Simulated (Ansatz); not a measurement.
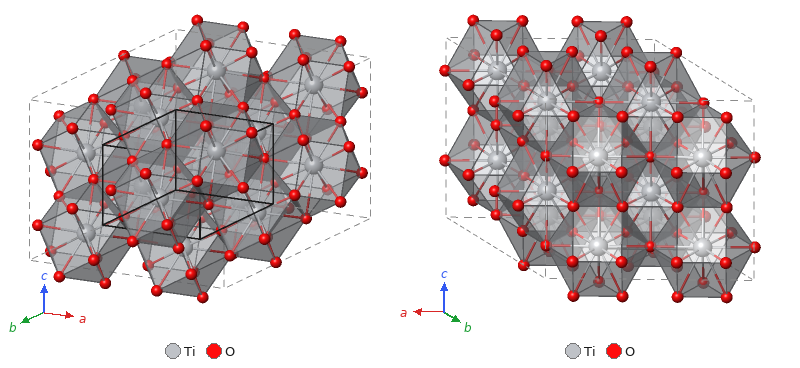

Polyhedra are drawn about Ti (bonds: O–Ti below 2.6 Å); other atoms are plain spheres. Two views of the same piece.

TiO3 (space group P6_3/mmc, No. 194): coordinates from a relaxation with Ansatz 0.2.0, DFT PBE, scalar-relativistic, plane waves, PAW; the starting structure was generated, so it need not be a known form of this composition.

### What figure surrounds each Ti atom, and what does it share with the other drawn polyhedra?

Ti: TiO12 anticuboctahedron, sharing corners with six neighbours and faces with eight neighbours.

### What is the connectivity of the polyhedra: isolated, groups, chains, layers or framework?

They form a three-dimensional framework of corner- and face-sharing anticuboctahedra.

### How far apart are the centres of linked polyhedra?

Centre to centre across a shared corner: 4.38 Å; across a shared face: 3.22 to 4.00 Å.
